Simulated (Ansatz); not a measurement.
# CH6O2SiSn: two geometries relaxed

Are the two ends of the rotation by 120° about the Sn4–O5 bond separate minima, and which lies lower? Each is relaxed from a guess. SMILES of the start: O[CH]1[SiH2][SnH]1[OH].

All numbers below are computed with Ansatz 0.2.0 (RKS B3LYP/def2-SVP).

## Step 1: The starting structure

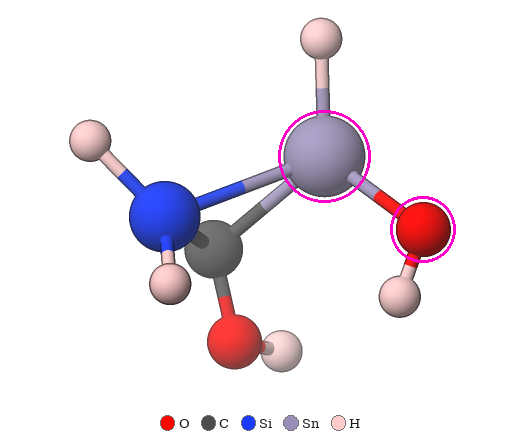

Start, viewed from a chosen angle; oxygen red, carbon dark grey, silicon blue, tin purple, hydrogen pink. Ringed: Sn4, O5.

Structure file:

```xyz
11

O    -1.4085   -0.1140    1.1383
C    -0.0674   -0.0232    1.0466
Si    0.5685   -1.3995    0.0492
Sn    0.6884    1.0795   -0.6670
O    -0.7487    1.2782   -2.1004
H    -1.7326    0.8450    1.4415
H     0.4807    0.1742    2.0154
H    -0.3737   -2.1873   -0.6437
H     1.9228   -1.8659    0.5453
H     2.2852    1.3661   -1.0789
H    -1.5493    0.7898   -1.7258
```

## Step 2: End point A

Input file input.yaml:

```yaml
crystal:
  periodic: [false, false, false]
  atoms:
    - { symbol: O, position_ang: [-1.4085, -0.114, 1.1383] }
    - { symbol: C, position_ang: [-0.0674, -0.0232, 1.0466] }
    - { symbol: Si, position_ang: [0.5685, -1.3995, 0.0492] }
    - { symbol: Sn, position_ang: [0.6884, 1.0795, -0.667] }
    - { symbol: O, position_ang: [-0.7487, 1.2782, -2.1004] }
    - { symbol: H, position_ang: [-1.7326, 0.845, 1.4415] }
    - { symbol: H, position_ang: [0.4807, 0.1742, 2.0154] }
    - { symbol: H, position_ang: [-0.3737, -2.1873, -0.6437] }
    - { symbol: H, position_ang: [1.9228, -1.8659, 0.5453] }
    - { symbol: H, position_ang: [2.2852, 1.3661, -1.0789] }
    - { symbol: H, position_ang: [-1.5493, 0.7898, -1.7258] }
basis:
  gaussian: { orbitals: def2-SVP }
hamiltonian:
  xc: b3lyp
relax:
  f_tol: 0.015
  max_steps: 40
output:
  orbitals: {}
```

The run is started by

```console
$ ansatz run input.yaml --threads 2 --pin off --max-ram 3072MiB --backend cpu --events-out ev --progress --plain --runs-dir out
```

The program printed, shortened:

```text
Warning: RAYON_NUM_THREADS=2 ignored (pool sized by the plan → 2); use --threads N
[...]
Functional definition: B3LYP
[...]
1317 factors; integrals over basis functions are off by at most 3.4e-4 eV
[...]
mean field -18930.56720306 eV, -695.6855131130 hartree, gradient 5.4e-5 eV, S^2 0.000000; 0 other end points of the search recorded, 0 dependent functions left out
[...]
reference -18930.56747571 eV, -695.6855231328 hartree; 32, 32 occupied and 84, 84 virtual orbitals, 1317 factors
relax step   1: F+E_penalty+E_count = -18930.56720306 eV  Δ(F+E_penalty+E_count) = +0.000e0 eV  max|allowed force component| = 3.732e0 eV/Å  Δτ_max = 0.0000 Å  (29 SCF iters, accepted)
[...]
relax step   3: F+E_penalty+E_count = -18931.53714693 eV  Δ(F+E_penalty+E_count) = -2.228e-1 eV  max|allowed force component| = 1.203e0 eV/Å  Δτ_max = 0.1945 Å  (33 SCF iters, accepted)
[...]
relax step   5: F+E_penalty+E_count = -18931.68849666 eV  Δ(F+E_penalty+E_count) = -3.772e-2 eV  max|allowed force component| = 4.764e-1 eV/Å  Δτ_max = 0.1089 Å  (31 SCF iters, accepted)
[...]
relax step   7: F+E_penalty+E_count = -18931.74091781 eV  Δ(F+E_penalty+E_count) = -2.005e-2 eV  max|allowed force component| = 2.315e-1 eV/Å  Δτ_max = 0.0857 Å  (31 SCF iters, accepted)
[...]
relax step   9: F+E_penalty+E_count = -18931.76504173 eV  Δ(F+E_penalty+E_count) = -2.142e-2 eV  max|allowed force component| = 3.397e-1 eV/Å  Δτ_max = 0.0989 Å  (31 SCF iters, accepted)
[...]
relax step  10: F+E_penalty+E_count = -18931.77435701 eV  Δ(F+E_penalty+E_count) = -9.315e-3 eV  max|allowed force component| = 3.857e-1 eV/Å  Δτ_max = 0.1998 Å  (30 SCF iters, accepted)
[...]
relax step  11: F+E_penalty+E_count = -18931.79086319 eV  Δ(F+E_penalty+E_count) = -1.651e-2 eV  max|allowed force component| = 1.600e-1 eV/Å  Δτ_max = 0.1407 Å  (30 SCF iters, accepted)
[...]
1317 factors; integrals over basis functions are off by at most 3.6e-4 eV
mean field -18931.79793405 eV, -695.7307416429 hartree, gradient 1.8e-5 eV, S^2 0.000000; 0 other end points of the search recorded, 0 dependent functions left out
[...]
reference -18931.79821165 eV, -695.7307518446 hartree; 32, 32 occupied and 84, 84 virtual orbitals, 1317 factors
```

## Step 3: More of the same log: end point A relaxed

The log, continued, shortened:

```text
relax step  12: F+E_penalty+E_count = -18931.79793405 eV  Δ(F+E_penalty+E_count) = -7.071e-3 eV  max|allowed force component| = 1.157e-1 eV/Å  Δτ_max = 0.0367 Å  (32 SCF iters, accepted)
[...]
relax step  14: F+E_penalty+E_count = -18931.80373661 eV  Δ(F+E_penalty+E_count) = -1.332e-3 eV  max|allowed force component| = 1.236e-1 eV/Å  Δτ_max = 0.0701 Å  (31 SCF iters, accepted)
[...]
relax step  16: F+E_penalty+E_count = -18931.80431224 eV  Δ(F+E_penalty+E_count) = +6.856e-4 eV  max|allowed force component| = 1.189e-1 eV/Å  Δτ_max = 0.0182 Å  (33 SCF iters, rejected (line search))
[...]
relax step  18: F+E_penalty+E_count = -18931.80589228 eV  Δ(F+E_penalty+E_count) = -4.435e-4 eV  max|allowed force component| = 3.619e-2 eV/Å  Δτ_max = 0.0304 Å  (32 SCF iters, accepted)
[...]
Atom 1 at    -0.093198    -0.018149     1.108300 Å, force    -0.004153     0.005934     0.001033 eV/Å
Atom 2 at     0.603269    -1.467503     0.073149 Å, force     0.004925    -0.006683    -0.011478 eV/Å
Atom 3 at     0.641480     0.891231    -0.861313 Å, force     0.002570    -0.006542     0.007132 eV/Å
Atom 4 at    -0.529722     1.365389    -2.422309 Å, force    -0.012054    -0.004409    -0.007344 eV/Å
Atom 5 at    -1.564909     0.714302     2.123953 Å, force    -0.000783    -0.000993     0.001654 eV/Å
Atom 6 at     0.700443     0.373940     1.780594 Å, force    -0.000860     0.004041     0.004034 eV/Å
Atom 7 at    -0.509412    -2.169033    -0.630941 Å, force    -0.001237     0.000256     0.000583 eV/Å
Atom 8 at     1.549140    -2.473771     0.653297 Å, force     0.000791    -0.001607     0.003079 eV/Å
Atom 9 at     1.757834     2.198926    -0.858315 Å, force     0.000170     0.000363    -0.001909 eV/Å
Atom 10 at    -1.147332     0.657048    -2.652904 Å, force     0.009125     0.008657     0.002964 eV/Å
Dipole moment:     0.077503     0.011741     0.315010 e Å
```

Wall time 91 s (2 threads of Arm Neoverse V1, shared host); peak memory 0.3 GiB.

Step by step:

```csv
step,energy from step 1 (eV),largest force component (eV/Å)
1,0.0000,3.7320
2,-0.7471,1.3983
3,-0.9699,1.2026
4,-1.0836,0.4259
5,-1.1213,0.4764
6,-1.1537,0.2645
7,-1.1737,0.2315
8,-1.1764,0.9459
9,-1.1978,0.3397
10,-1.2072,0.3857
11,-1.2237,0.1600
12,-1.2307,0.1157
13,-1.2352,0.1015
14,-1.2365,0.1236
15,-1.2378,0.0682
16x,-1.2371,0.1189
17,-1.2382,0.0125
18,-1.2387,0.0362
19,-1.2387,0.0653
20,-1.2389,0.0121
```

Step 1 is the start. 1 step was tried and not accepted (marked x).

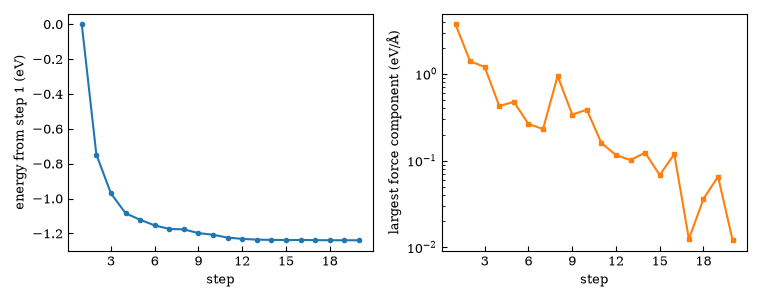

Energy and largest force along the relaxation.

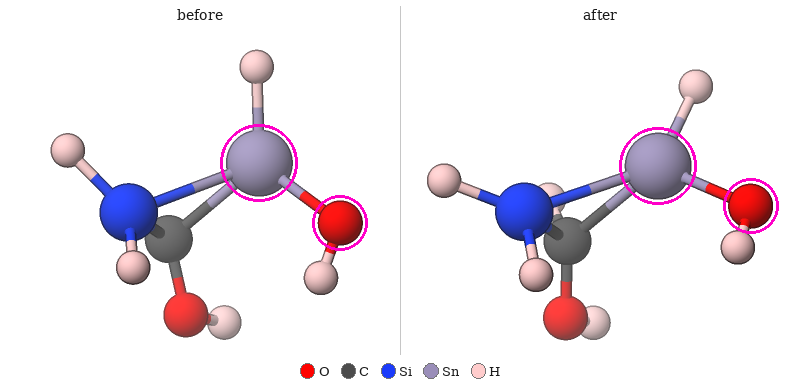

The structure before (left) and after (right), drawn at the same scale.

After: Bond lengths: O1–C2 1.390 Å, C2–Si3 1.912 Å, C2–Sn4 2.290 Å, Si3–Sn4 2.537 Å, Sn4–O5 2.008 Å, O1–H6 0.967 Å, C2–H7 1.112 Å, Si3–H8 1.492 Å, Si3–H9 1.498 Å, Sn4–H10 1.719 Å, O5–H11 0.968 Å. Angles (14 of 20 angles, heavy atoms first): O1–C2–Si3 120.0°, O1–C2–Sn4 133.7°, Si3–C2–Sn4 73.7°, C2–Si3–Sn4 60.0°, C2–Sn4–Si3 46.3°, C2–Sn4–O5 125.1°, Si3–Sn4–O5 119.8°, O1–C2–H7 114.2°, Si3–C2–H7 109.6°, Sn4–C2–H7 98.7°, C2–O1–H6 108.8°, C2–Si3–H8 109.9°, C2–Si3–H9 122.0°, Sn4–Si3–H8 105.9°.

## Step 4: End point B

The second end starts from a geometry with the move made by hand.

Edit input.yaml of step 2 so:

```diff
@@ -13,3 +13,3 @@
     - { symbol: H, position_ang: [2.2852, 1.3661, -1.0789] }
-    - { symbol: H, position_ang: [-1.5493, 0.7898, -1.7258] }
+    - { symbol: H, position_ang: [-0.88178, 2.27532, -2.18912] }
 basis:
@@ -21,3 +21 @@
   max_steps: 40
-output:
-  orbitals: {}
```

The run is started by

```console
$ ansatz run input.yaml --threads 2 --pin off --max-ram 3072MiB --backend cpu --events-out ev --progress --plain --runs-dir out
```

The program printed, shortened:

```text
Warning: RAYON_NUM_THREADS=2 ignored (pool sized by the plan → 2); use --threads N
[...]
[... 1 set-up line as earlier in the session ...]
[...]
1316 factors; integrals over basis functions are off by at most 3.4e-4 eV
[...]
mean field -18930.64182959 eV, -695.6882555876 hartree, gradient 4.1e-5 eV, S^2 0.000000; 0 other end points of the search recorded, 0 dependent functions left out
[...]
reference -18930.64210761 eV, -695.6882658046 hartree; 32, 32 occupied and 84, 84 virtual orbitals, 1316 factors
relax step   1: F+E_penalty+E_count = -18930.64182959 eV  Δ(F+E_penalty+E_count) = +0.000e0 eV  max|allowed force component| = 3.704e0 eV/Å  Δτ_max = 0.0000 Å  (29 SCF iters, accepted)
[...]
relax step   7: F+E_penalty+E_count = -18931.72331890 eV  Δ(F+E_penalty+E_count) = -2.729e-2 eV  max|allowed force component| = 2.710e-1 eV/Å  Δτ_max = 0.1068 Å  (30 SCF iters, accepted)
[...]
relax step  13: F+E_penalty+E_count = -18931.76416683 eV  Δ(F+E_penalty+E_count) = -7.015e-4 eV  max|allowed force component| = 2.805e-2 eV/Å  Δτ_max = 0.0139 Å  (32 SCF iters, accepted)
[...]
relax step  19: F+E_penalty+E_count = -18931.76666493 eV  Δ(F+E_penalty+E_count) = -7.196e-4 eV  max|allowed force component| = 2.142e-1 eV/Å  Δτ_max = 0.0488 Å  (32 SCF iters, accepted)
[...]
relax step  25: F+E_penalty+E_count = -18931.77328837 eV  Δ(F+E_penalty+E_count) = +5.195e-3 eV  max|allowed force component| = 1.085e0 eV/Å  Δτ_max = 0.1251 Å  (32 SCF iters, rejected (line search))
relax step  26: F+E_penalty+E_count = -18931.78311596 eV  Δ(F+E_penalty+E_count) = -4.632e-3 eV  max|allowed force component| = 2.456e-1 eV/Å  Δτ_max = 0.0626 Å  (30 SCF iters, accepted)
relax step  27: F+E_penalty+E_count = -18931.78765020 eV  Δ(F+E_penalty+E_count) = -4.534e-3 eV  max|allowed force component| = 3.178e-1 eV/Å  Δτ_max = 0.0617 Å  (30 SCF iters, accepted)
```

## Step 5: The output, continued: end point B relaxed

Output, continued, shortened:

```text
relax step  28: F+E_penalty+E_count = -18931.79068206 eV  Δ(F+E_penalty+E_count) = -3.032e-3 eV  max|allowed force component| = 2.744e-1 eV/Å  Δτ_max = 0.0949 Å  (31 SCF iters, accepted)
[...]
relax step  30: F+E_penalty+E_count = -18931.79558791 eV  Δ(F+E_penalty+E_count) = -4.906e-3 eV  max|allowed force component| = 1.771e-1 eV/Å  Δτ_max = 0.0707 Å  (30 SCF iters, accepted)
[...]
relax step  32: F+E_penalty+E_count = -18931.80037155 eV  Δ(F+E_penalty+E_count) = -5.822e-4 eV  max|allowed force component| = 1.885e-1 eV/Å  Δτ_max = 0.1068 Å  (30 SCF iters, accepted)
[...]
relax step  34: F+E_penalty+E_count = -18931.80545071 eV  Δ(F+E_penalty+E_count) = -8.723e-4 eV  max|allowed force component| = 5.608e-2 eV/Å  Δτ_max = 0.0323 Å  (32 SCF iters, accepted)
[...]
Atom 1 at    -0.086284     0.046379     1.056704 Å, force     0.005839     0.002115    -0.010367 eV/Å
Atom 2 at     0.555679    -1.373767    -0.055578 Å, force    -0.008491     0.003140     0.011551 eV/Å
Atom 3 at     0.799677     1.037972    -0.809420 Å, force     0.002327    -0.002175    -0.001541 eV/Å
Atom 4 at    -0.253783     1.707564    -2.383469 Å, force    -0.000358    -0.003769     0.004567 eV/Å
Atom 5 at    -1.540436     0.804103     2.079536 Å, force     0.000370    -0.000419    -0.004808 eV/Å
Atom 6 at     0.699623     0.331852     1.788764 Å, force     0.002218     0.003089     0.000773 eV/Å
Atom 7 at    -0.573585    -1.943825    -0.846741 Å, force    -0.000346     0.001819    -0.003493 eV/Å
Atom 8 at     1.396810    -2.484297     0.495823 Å, force     0.001902    -0.001098    -0.003228 eV/Å
Atom 9 at     2.016706     2.245422    -0.673323 Å, force    -0.000885     0.001312     0.000910 eV/Å
Atom 10 at    -0.915020     1.069813    -2.686819 Å, force     0.000795     0.001083     0.000413 eV/Å
Dipole moment:     0.058937    -0.013689     0.329659 e Å
```

Wall time 2.7 min (2 threads of Arm Neoverse V1, shared host); peak memory 0.3 GiB.

Relaxation path, one in 2:

```
step  energy from step 1 (eV)  largest force component (eV/Å)
   1                   0.0000                          3.7037
   3                  -0.8972                          1.1153
   5                  -1.0156                          0.8673
   7                  -1.0815                          0.2710
   9                  -1.1040                          0.3515
  11                  -1.1168                          0.1526
  13                  -1.1223                          0.0281
 15x                  -1.1228                          0.2884
 17x                  -1.1214                          0.5489
  19                  -1.1248                          0.2142
 21x                  -1.1199                          0.4914
  23                  -1.1329                          0.2426
 25x                  -1.1315                          1.0854
  27                  -1.1458                          0.3178
 29x                  -1.1421                          0.9926
  31                  -1.1580                          0.2550
  33                  -1.1627                          0.1654
  35                  -1.1640                          0.0215
  36                  -1.1642                          0.0116
```

Step 1 is the start. 5 steps were tried and not accepted (marked x).

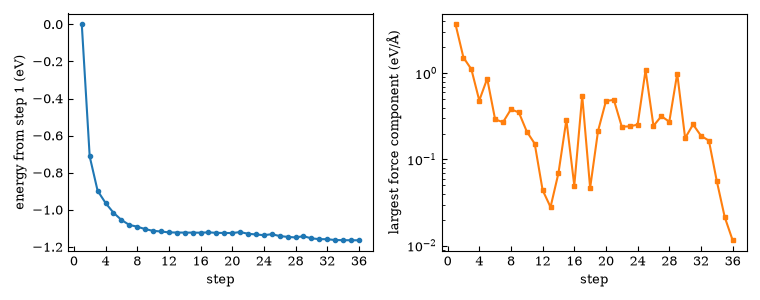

Energy and largest force along the relaxation.

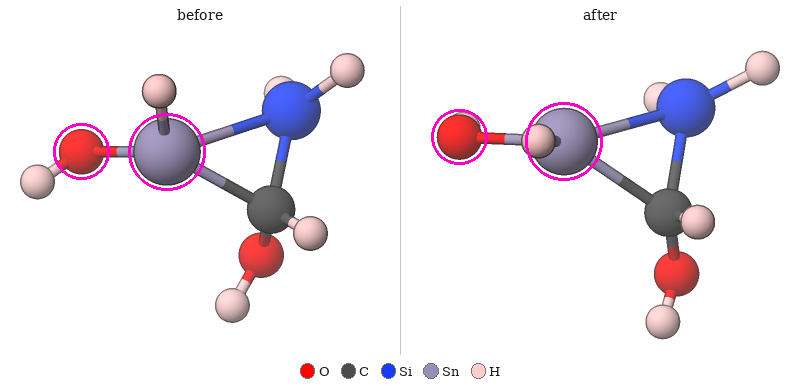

Before and after, at one scale.

After: Bond lengths: O1–C2 1.389 Å, C2–Si3 1.915 Å, C2–Sn4 2.291 Å, Si3–Sn4 2.539 Å, Sn4–O5 2.009 Å, O1–H6 0.967 Å, C2–H7 1.111 Å, Si3–H8 1.492 Å, Si3–H9 1.498 Å, Sn4–H10 1.720 Å, O5–H11 0.967 Å. Angles (14 of 20 angles, heavy atoms first): O1–C2–Si3 120.1°, O1–C2–Sn4 133.5°, Si3–C2–Sn4 73.6°, C2–Si3–Sn4 60.0°, C2–Sn4–Si3 46.4°, C2–Sn4–O5 125.4°, Si3–Sn4–O5 119.9°, O1–C2–H7 114.1°, Si3–C2–H7 109.6°, Sn4–C2–H7 98.7°, C2–O1–H6 108.9°, C2–Si3–H8 109.7°, C2–Si3–H9 121.6°, Sn4–Si3–H8 106.2°.

## Step 6: Results

| quantity | value |
| --- | --- |
| end A | 18 moves, 1.239 eV lower |
| end B | 30 moves, 1.164 eV lower |
| largest difference between the ends | 0.02 Å |
| end B relative to end A | +0.000 eV |

In words: The two relaxations end at one structure, within 0.02 Å: no second minimum was found from this start, which doesn't rule one out.
